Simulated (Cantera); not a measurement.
A closed system holds: 1 mol Si₃N₄, a varied amount of N₂O, 56 mol H₂, held at 1600 K and 0.100 bar.

Method: chemical equilibrium by Gibbs-energy minimisation in Cantera with the NASA 1993 tables (ideal gas, pure condensed phases). Candidate condensed phases: H₂O, Si, SiO₂, Si₂N₂O, Si₃N₄; 35 gas species. Mutual solubility and eutectic melting of coexisting phases are not modelled. The tables hold silica as quartz up to 1696 K and as liquid above; real silica turns to tridymite and cristobalite and melts near 1996 K. The numbers say what is thermodynamically allowed, not how fast it happens.

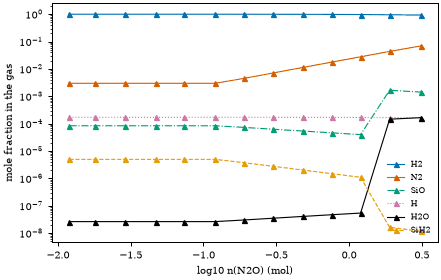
Figure: Equilibrium gas composition (values under 1e-9 drawn at 1e-9)

From 0.012 mol N₂O to 0.12 mol N₂O the condensed part is Si(s) + Si₂N₂O(s) + Si₃N₄(s). From 0.19 mol N₂O to 1.2 mol N₂O the condensed part is Si₂N₂O(s) + Si₃N₄(s). From 1.9 mol N₂O to 3.1 mol N₂O the condensed part is SiO₂(β-quartz) + Si₂N₂O(s). The main Si-bearing gas is SiO throughout.
